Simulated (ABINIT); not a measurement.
# LiCaH3 (R-3c): a self-consistent loop beyond G0W0, cycle by cycle

Wanted: G0W0 and self-consistent gaps of LiCaH3 (R-3c), with the cost of the cycles.

Program: ABINIT 10.8.3. Level of theory: LDA and many-body steps on it, plane waves. Results are calculated unless marked as measured.

## Step 1: Starting point

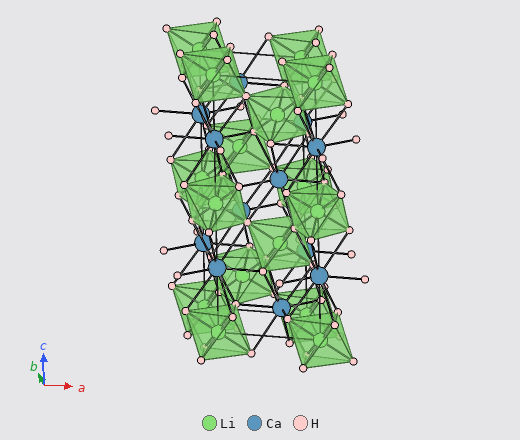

The cell as given, slightly off an axis (lithium green, calcium blue, hydrogen pink). This picture shows the conventional cell, with its axes. Some periodic images of atoms are drawn too.

The cell and positions are those that the Materials Project relaxed with its own functionals (PBE, PBE+U or r2SCAN), kept fixed.

## Step 2: Empty states on the mesh, 2×2×2 mesh, 88 bands

This step: ABINIT 10.8.3; DFT, LDA, plane waves, norm-conserving pseudopotentials.

The sums over transitions need many empty states on a uniform mesh; this step solves for them.

run.abi reads:

```
acell 3*1.0 Angstrom
rprim 
  2.605565885003 1.504324165098 4.142435874900
  -2.605565885003 1.504324165098 4.142435874900
  -0.000000000000 -3.008648330196 4.142435874900
ntypat 3
znucl 3 20 1
natom 10
typat 1 1 2 2 3 3 3 3 3 3
xred 
  0.000000000000 0.000000000000 0.000000000000
  0.500000000000 0.500000000000 0.500000000000
  0.250000000000 0.250000000000 0.250000000000
  0.750000000000 0.750000000000 0.750000000000
  0.698431000000 0.801569000000 0.250000000000
  0.250000000000 0.698431000000 0.801569000000
  0.801569000000 0.250000000000 0.698431000000
  0.750000000000 0.301569000000 0.198431000000
  0.198431000000 0.750000000000 0.301569000000
  0.301569000000 0.198431000000 0.750000000000
pp_dirpath "pseudos"
pseudos "Li.upf, Ca.upf, H.upf"
ecut 33
ngkpt 2 2 2
nshiftk 1
shiftk 0 0 0
kptopt 1
chksymbreak 0
iscf -2
irdden 1
istwfk *1
nband 88
nbdbuf 8
tolwfr 1e-09
nstep 60
prtvol 0
indata_prefix "in"
outdata_prefix "out"
tmpdata_prefix "tmp"
```

Run with:

```bash
$ OMP_NUM_THREADS=1 mpirun -n 4 abinit run.abi > log
```

Numbers of over 12 decimals in the logs are rounded to 6 here.

What it wrote:

```text
.Version 10.8.3 of ABINIT. v10.8.2 released Aug 2026.

 Symmetries : space group R-3 c (#167); Bravais hR (rhombohedral)
[... echo of the input left out ...]
== DATASET  1 ==================================================================
-   mpi_nproc: 4, omp_nthreads: 1 (-1 if OMP is not activated)

--- !DatasetInfo
iteration_state: {dtset: 1, }
dimensions: {natom: 10, nkpt: 4, mband: 88, nsppol: 1, nspinor: 1, nspden: 1, mpw: 5964, }
cutoff_energies: {ecut:  33.0, pawecutdg:  -1.0, }
[...]
1.25709    1.27504    1.28437    1.28437    1.28563    1.42247    1.42757    1.42757
   1.46980    1.55186    1.55187    1.55666    1.60180    1.60733    1.61079    1.61920
 prteigrs : prtvol=0 or 1, do not print more k-points.

== END DATASET(S) ==============================================================
================================================================================

 -outvars: echo values of variables after computation  --------
            nband          88
             nkpt           4
          spgroup         167
 [... the other variables as echoed above ...]

 Calculation completed.
```

Wall time 32 s (4 MPI ranks of Arm Neoverse N1, shared host); peak memory 0.36 GiB.

This step gave:

| Property | Result |
| --- | --- |
| gap | 2.318 eV |
| k of the valence top | 0.5, 0.5, 0 |
| k of the conduction bottom | 0.5, 0.5, 0 |
| least direct gap | 2.318 eV |
| k points computed | 4 |
| lowest point of the top converged band, above the valence top | 35.83 eV |

On this mesh the gap is 2.318 eV.

The density comes from a self-consistent run that is not shown.

## Step 3: Screening, 2×2×2 mesh, 80 bands, screening to 106.1 eV

The RPA dielectric matrix is built and inverted for each q.

This step: RPA screening on LDA, plane waves, norm-conserving pseudopotentials.

run.abi: that of step 2 with these lines changed.

```diff
@@ -28,10 +28,11 @@
 chksymbreak 0
-iscf -2
-irdden 1
 istwfk *1
-nband 88
-nbdbuf 8
-tolwfr 1e-09
-nstep 60
-prtvol 0
+occopt 1
+irdwfk 1
+optdriver 3
+nband 80
+ecuteps 3.9
+inclvkb 2
+awtr 1
+symchi 1
 indata_prefix "in"
```

What it wrote:

```text
.Version 10.8.3 of ABINIT. v10.8.2 released Aug 2026.

 Symmetries : space group R-3 c (#167); Bravais hR (rhombohedral)
[... echo of the input left out ...]
== DATASET  1 ==================================================================
-   mpi_nproc: 4, omp_nthreads: 1 (-1 if OMP is not activated)

--- !DatasetInfo
iteration_state: {dtset: 1, }
dimensions: {natom: 10, nkpt: 4, mband: 80, nsppol: 1, nspinor: 1, nspden: 1, mpw: 5964, }
cutoff_energies: {ecut:  33.0, pawecutdg:  -1.0, }
electrons: {nelect:   3.20000000E+01, charge:   0.00000000E+00, occopt:   1.00000000E+00, tsmear:   1.00000000E-02, }

 SCREENING: Calculation of the susceptibility and dielectric matrices

 Based on a program developped by R.W. Godby, V. Olevano, G. Onida, and L. Reining.
 Incorporated in ABINIT by V. Olevano, G.-M. Rignanese, and M. Torrent.
.Using double precision arithmetic ; gwpc =  8

[... cell and pseudopotentials left out ...]
--------------------------------------------------------------------------------

 ==== K-mesh for the wavefunctions ====
 Number of points in the irreducible wedge :     4
[... list of points left out ...]
 Together with 12 symmetry operations and time-reversal symmetry
 yields     8 points in the full Brillouin Zone.

 ==== Q-mesh for the screening function ====
 Number of points in the irreducible wedge :     4
[... list of points left out ...]
 Together with 12 symmetry operations and time-reversal symmetry
 yields     8 points in the full Brillouin Zone.

 setmesh: FFT mesh size selected  =    36x   36x   36
          total number of points  =        46656

 vcoul_init : cutoff-mode = AUXILIARY_FUNCTION
 q-points for optical limit:   1
     1)      0.000010    0.000020    0.000030

- screening: taking advantage of time-reversal symmetry
- Maximum band index for partially occupied states nbvw = 16
- Remaining bands to be divided among processors   nbcw = 64
- Number of bands treated by each node ~16

 Number of electrons calculated from density =   32.0000; Expected =   32.0000
 average of density, n =  0.048675
 r_s =    1.6990
 omega_plasma =   21.2817 [eV]

 calculating chi0 at frequencies [eV] :
  1    0.000000E+00    0.000000E+00
  2    0.000000E+00    2.128173E+01

--------------------------------------------------------------------------------
  q-point number  1        q = ( 0.000000, 0.000000, 0.000000) [r.l.u.]
--------------------------------------------------------------------------------
[... chi0 elements left out ...]
 For q-point:  0.000010 0.000020 0.000030
  dielectric constant =   5.9462
  dielectric constant without local fields =   6.5774

  Average fulfillment of the sum rule on Im[epsilon] for q-point    1 :     56.31  [%]
[... wings left out ...]
  q-point number  2        q = ( 0.500000, 0.000000, 0.000000) [r.l.u.]
--------------------------------------------------------------------------------
[... chi0 elements left out ...]
  Average fulfillment of the sum rule on Im[epsilon] for q-point    2 :     63.01  [%]

 [... 2 further q-points ...]
```

Run time: 17 s. Hardware: 4 MPI ranks; peak memory 0.87 GiB; 69 s of CPU time.

Numbers from this step:

```yaml
eps_infinity_with_local_fields_on_this_mesh_along_the_program_s_q_direction: 5.946
the_same_without_local_fields: 6.577
plasma_frequency: 21.28 eV
plane_waves_in_the_screening_matrix: 259
```

Local fields lower ε∞ by 10 %. On a Γ-centred mesh this coarse the value itself is usually too large, while a short band sum pulls it down.

## Step 4: G0W0

The self-energy is evaluated for the states that the input lists, and the levels follow from it, in one-shot runs by the linearised quasiparticle equation.

This step: G0W0 on LDA, plane waves, norm-conserving pseudopotentials.

run.abi: that of step 3 with these lines changed.

```diff
@@ -31,8 +31,17 @@
 irdwfk 1
-optdriver 3
+optdriver 4
 nband 80
+gwcalctyp 0
+ecutsigx 33
+symsigma 1
+nkptgw 2
+kptgw 
+  0.5000000000 0.5000000000 0.0000000000
+  0.0000000000 0.0000000000 0.0000000000
+bdgw 
+  15 18
+  15 18
 ecuteps 3.9
-inclvkb 2
-awtr 1
-symchi 1
+irdscr 1
+ppmodel 1
 indata_prefix "in"
```

What it wrote:

```text
.Version 10.8.3 of ABINIT. v10.8.2 released Aug 2026.

 Symmetries : space group R-3 c (#167); Bravais hR (rhombohedral)
[... echo of the input left out ...]
== DATASET  1 ==================================================================
-   mpi_nproc: 4, omp_nthreads: 1 (-1 if OMP is not activated)

--- !DatasetInfo
iteration_state: {dtset: 1, }
dimensions: {natom: 10, nkpt: 4, mband: 80, nsppol: 1, nspinor: 1, nspden: 1, mpw: 5964, }
cutoff_energies: {ecut:  33.0, pawecutdg:  -1.0, }
electrons: {nelect:   3.20000000E+01, charge:   0.00000000E+00, occopt:   1.00000000E+00, tsmear:   1.00000000E-02, }

 SIGMA: Calculation of the GW corrections

 Based on a program developped by R.W. Godby, V. Olevano, G. Onida, and L. Reining.
 Incorporated in ABINIT by V. Olevano, G.-M. Rignanese, and M. Torrent.
.Using double precision arithmetic ; gwpc =  8

[... cell and pseudopotentials left out ...]
--------------------------------------------------------------------------------

 ==== K-mesh for the wavefunctions ====
 Number of points in the irreducible wedge :     4
[... list of points left out ...]
 Together with 12 symmetry operations and time-reversal symmetry
 yields     8 points in the full Brillouin Zone.

 ==== Q-mesh for screening function ====
 Number of points in the irreducible wedge :     4
[... list of points left out ...]
 Together with 12 symmetry operations and time-reversal symmetry
 yields     8 points in the full Brillouin Zone.

 vcoul_init : cutoff-mode = AUXILIARY_FUNCTION
 q-points for optical limit:   1
     1)      0.000010    0.000020    0.000030
 setmesh: FFT mesh size selected  =    54x   54x   54
          total number of points  =       157464

 Number of electrons calculated from density =   32.0000; Expected =   32.0000
 average of density, n =  0.048675
 r_s =    1.6990
 omega_plasma =   21.2817 [eV]

 === KS Band Gaps ===
  >>>> For spin  1
   Minimum direct gap =   2.3178 [eV], located at k-point      :   0.5000  0.5000  0.0000
   Fundamental gap    =   2.3178 [eV], Top of valence bands at :   0.5000  0.5000  0.0000
                                       Bottom of conduction at :   0.5000  0.5000  0.0000
 SIGMA fundamental parameters:
 PLASMON POLE MODEL  1
 number of plane-waves for SigmaX                 5925
 number of plane-waves for SigmaC and W            259
 number of plane-waves for wavefunctions          5925
 number of bands                                    80
 number of independent spin polarizations            1
 number of spinorial components                      1
 number of k-points in IBZ                           4
 number of q-points in IBZ                           4
 number of symmetry operations                      12
 number of k-points in BZ                            8
 number of q-points in BZ                            8
 number of frequencies for dSigma/dE                 9
 frequency step for dSigma/dE [eV]                0.25
 number of omega for Sigma on real axis              0
 max omega for Sigma on real axis  [eV]           0.00
 zcut for avoiding poles [eV]                     0.10

 EPSILON^-1 parameters (SCR file):
 dimension of the eps^-1 matrix on file            259
 dimension of the eps^-1 matrix used               259
 number of plane-waves for wavefunctions          5925
 number of bands                                    80
 number of q-points in IBZ                           4
 number of frequencies                               2
 number of real frequencies                          1
 number of imag frequencies                          1

 matrix elements of self-energy operator (all in [eV])

 Perturbative Calculation

--- !SelfEnergy_ee
iteration_state: {dtset: 1, }
kpoint     : [   0.500,    0.500,    0.000, ]
spin       : 1
KS_gap     :    2.318
QP_gap     :    3.743
Delta_QP_KS:    1.425
data: !SigmaeeData |
     Band     E0 <VxcDFT>   SigX SigC(E0)      Z dSigC/dE  Sig(E)    E-E0       E
       15   0.417 -10.800 -14.133   2.652   0.769  -0.301 -11.324  -0.524  -0.107
       16   3.015 -11.266 -13.145   1.661   0.789  -0.268 -11.437  -0.171   2.844
       17   5.333 -10.738  -5.963  -3.219   0.805  -0.242  -9.484   1.254   6.587
       18   5.777 -12.388  -6.113  -3.831   0.799  -0.252 -10.435   1.953   7.729

--- !SelfEnergy_ee
iteration_state: {dtset: 1, }
kpoint     : [   0.000,    0.000,    0.000, ]
spin       : 1
KS_gap     :    5.021
QP_gap     :    6.548
Delta_QP_KS:    1.526
data: !SigmaeeData |
     Band     E0 <VxcDFT>   SigX SigC(E0)      Z dSigC/dE  Sig(E)    E-E0       E
       15   2.163 -11.285 -13.383   1.864   0.784  -0.276 -11.468  -0.184   1.980
       16   2.163 -11.285 -13.383   1.864   0.784  -0.276 -11.468  -0.184   1.980
       17   7.185 -10.911  -5.517  -3.714   0.800  -0.251  -9.568   1.343   8.527
       18   7.185 -10.911  -5.517  -3.714   0.800  -0.251  -9.568   1.343   8.527

== END DATASET(S) ==============================================================
================================================================================

 -outvars: echo values of variables after computation  --------
           etotal      0.0000000000E+00
            nband          80
             nkpt           4
          spgroup         167
 [... the other variables as echoed above ...]

 Calculation completed.
```

Wall time 9.3 s (4 MPI ranks); peak memory 0.69 GiB; 37 s of CPU time.

This step gave:

- G0W0 gap on the points computed: 3.743 eV
- starting gap on the mesh: 2.318 eV
- k of the valence top: 0.5, 0.5, 0
- k of the conduction bottom: 0.5, 0.5, 0
- Z at the valence top: 0.789
- Z at the conduction bottom: 0.805
- least direct G0W0 gap on the computed points: 3.743 eV

The gap on the mesh goes from 2.32 eV to 3.74 eV, a correction of +1.43 eV.

## Step 5: evGW0, cycle 1

This step: evGW0 on LDA, plane waves, norm-conserving pseudopotentials.

run.abi: that of step 4 with these lines changed.

```diff
@@ -33,12 +33,16 @@
 nband 80
-gwcalctyp 0
+gwcalctyp 10
 ecutsigx 33
 symsigma 1
-nkptgw 2
+nkptgw 4
 kptgw 
+  0.0000000000 0.0000000000 0.0000000000
+  0.5000000000 0.0000000000 0.0000000000
   0.5000000000 0.5000000000 0.0000000000
-  0.0000000000 0.0000000000 0.0000000000
+  0.5000000000 0.5000000000 0.5000000000
 bdgw 
-  15 18
-  15 18
+  11 22
+  11 22
+  11 22
+  11 22
 ecuteps 3.9
```

What it wrote:

```text
.Version 10.8.3 of ABINIT. v10.8.2 released Aug 2026.

 Symmetries : space group R-3 c (#167); Bravais hR (rhombohedral)
[... echo of the input left out ...]
== DATASET  1 ==================================================================
-   mpi_nproc: 4, omp_nthreads: 1 (-1 if OMP is not activated)

--- !DatasetInfo
iteration_state: {dtset: 1, }
dimensions: {natom: 10, nkpt: 4, mband: 80, nsppol: 1, nspinor: 1, nspden: 1, mpw: 5964, }
cutoff_energies: {ecut:  33.0, pawecutdg:  -1.0, }
electrons: {nelect:   3.20000000E+01, charge:   0.00000000E+00, occopt:   1.00000000E+00, tsmear:   1.00000000E-02, }

 SIGMA: Calculation of the GW corrections

 Based on a program developped by R.W. Godby, V. Olevano, G. Onida, and L. Reining.
 Incorporated in ABINIT by V. Olevano, G.-M. Rignanese, and M. Torrent.
.Using double precision arithmetic ; gwpc =  8

[... cell and pseudopotentials left out ...]
--------------------------------------------------------------------------------

 ==== K-mesh for the wavefunctions ====
 Number of points in the irreducible wedge :     4
[... list of points left out ...]
 Together with 12 symmetry operations and time-reversal symmetry
 yields     8 points in the full Brillouin Zone.

 ==== Q-mesh for screening function ====
 Number of points in the irreducible wedge :     4
[... list of points left out ...]
 Together with 12 symmetry operations and time-reversal symmetry
 yields     8 points in the full Brillouin Zone.

 vcoul_init : cutoff-mode = AUXILIARY_FUNCTION
 q-points for optical limit:   1
     1)      0.000010    0.000020    0.000030
 setmesh: FFT mesh size selected  =    54x   54x   54
          total number of points  =       157464

 Number of electrons calculated from density =   32.0000; Expected =   32.0000
[...]
--- !SelfEnergy_ee
iteration_state: {dtset: 1, }
kpoint     : [   0.500,    0.500,    0.000, ]
spin       : 1
KS_gap     :    2.318
QP_gap     :    3.743
Delta_QP_KS:    1.425
data: !SigmaeeData |
     Band     E_DFT   <VxcDFT>   E(N-1)  <Hhartree>   SigX  SigC[E(N-1)]    Z     dSigC/dE  Sig[E(N)]  DeltaE  E(N)_pert E(N)_diago
[...]
--- !SelfEnergy_ee
iteration_state: {dtset: 1, }
kpoint     : [   0.500,    0.500,    0.500, ]
spin       : 1
KS_gap     :    5.021
QP_gap     :    7.029
Delta_QP_KS:    2.008
data: !SigmaeeData |
     Band     E_DFT   <VxcDFT>   E(N-1)  <Hhartree>   SigX  SigC[E(N-1)]    Z     dSigC/dE  Sig[E(N)]  DeltaE  E(N)_pert E(N)_diago
[...]
21     6.869   -12.903     6.869    19.772    -6.320    -3.992     0.794    -0.259   -10.846     2.058     8.926     9.460
       22     6.869   -12.903     6.869    19.772    -6.320    -3.992     0.794    -0.259   -10.846     2.058     8.926     9.460

 New Fermi energy :        1.780206E-01 Ha ,    4.844188E+00 eV

 === QP Band Gaps ===
  >>>> For spin  1
   Minimum direct gap =   4.0916 [eV], located at k-point      :   0.5000  0.5000  0.0000
   Fundamental gap    =   4.0916 [eV], Top of valence bands at :   0.5000  0.5000  0.0000
                                       Bottom of conduction at :   0.5000  0.5000  0.0000

 writing QP data on file : out_QPS

 Convergence of QP corrections
 >>>>> For spin  1 <<<<<
.  kptgw no:  1; Maximum DeltaE = (  -0.400   0.000) for band index: 12
.  kptgw no:  2; Maximum DeltaE = (  -0.625   0.000) for band index: 12
.  kptgw no:  3; Maximum DeltaE = (  -0.678   0.000) for band index: 12
.  kptgw no:  4; Maximum DeltaE = (   2.286  -0.000) for band index:  9

== END DATASET(S) ==============================================================
================================================================================

 -outvars: echo values of variables after computation  --------
           etotal      0.0000000000E+00
            nband          80
             nkpt           4
          spgroup         167
 [... the other variables as echoed above ...]

 Calculation completed.
```

Run time: 38 s. Hardware: 4 MPI ranks; peak memory 1.2 GiB; 2.5 min of CPU time.

This step gave:

```
quasiparticle gap on the mesh                         : 4.092 eV
gap of the density functional on the mesh             : 2.318 eV
k of the valence top                                  : 0.5, 0.5, 0
k of the conduction bottom                            : 0.5, 0.5, 0
Z at the valence top                                  : 0.789
Z at the conduction bottom                            : 0.805
least direct quasiparticle gap on the computed points : 4.092 eV
```

Against G0W0 in ABINIT (2×2×2 mesh, 80 bands, screening to 106.1 eV, Godby-Needs plasmon pole), the gap moves by +0.349 eV. This first cycle still uses the starting levels; it takes the full correction, at all points of the mesh, and its linearised value is 3.743 eV.

## Step 6: evGW0, cycle 2

The corrected levels of the last cycle go back in.

run.abi: that of step 5 with these lines changed.

```diff
@@ -50,2 +50,3 @@
 ppmodel 1
+irdqps 1
 indata_prefix "in"
```

What it wrote:

```text
.Version 10.8.3 of ABINIT. v10.8.2 released Aug 2026.

 Symmetries : space group R-3 c (#167); Bravais hR (rhombohedral)
[... echo of the input left out ...]
== DATASET  1 ==================================================================
-   mpi_nproc: 4, omp_nthreads: 1 (-1 if OMP is not activated)

--- !DatasetInfo
iteration_state: {dtset: 1, }
dimensions: {natom: 10, nkpt: 4, mband: 80, nsppol: 1, nspinor: 1, nspden: 1, mpw: 5964, }
cutoff_energies: {ecut:  33.0, pawecutdg:  -1.0, }
[...]
.  kptgw no:  2; Maximum DeltaE = (   0.076   0.001) for band index: 11
.  kptgw no:  3; Maximum DeltaE = (   0.089  -0.000) for band index: 11
.  kptgw no:  4; Maximum DeltaE = (  -0.280   0.000) for band index: 10

== END DATASET(S) ==============================================================
================================================================================

 -outvars: echo values of variables after computation  --------
           etotal      0.0000000000E+00
            nband          80
             nkpt           4
          spgroup         167
 [... the other variables as echoed above ...]

 Calculation completed.
```

The job ended after 38 s (4 MPI ranks; peak memory 1.2 GiB).

This step gave:

```
quasiparticle gap on the mesh                         : 3.930 eV
gap of the density functional on the mesh             : 2.318 eV
k of the valence top                                  : 0.5, 0.5, 0
k of the conduction bottom                            : 0.5, 0.5, 0
least direct quasiparticle gap on the computed points : 3.930 eV
```

Against the cycle before, the gap moves by −0.162 eV.

(Part 1 of 3 ends here.)

[Paths, hosts, dates, memory and timing lines, banners, echoed tables and standing remarks are left out of the program output.]

[Logs are printed without paths, hosts, clocks, repeated set-up lines and the standing remarks that a program may print on its own settings, such as how far it seeks lower states.]

[Runs of the session that timed out or met a known fault of the program may be left out.]

[Hosts, paths, dates, database ids (printed as entryN), source tags and the programs' standing remarks are cut or masked in the printed files.]

[G0W0 gaps are taken among the corrected bands and points alone; a level outside them can change the order at an edge.]

[Where Ansatz stands beside ABINIT at settings called matched, ABINIT's density can come from a denser mesh and the files from another edition; pairs whose starting gaps differed by over 0.03 eV were left out, so agreement reads better than it is.]
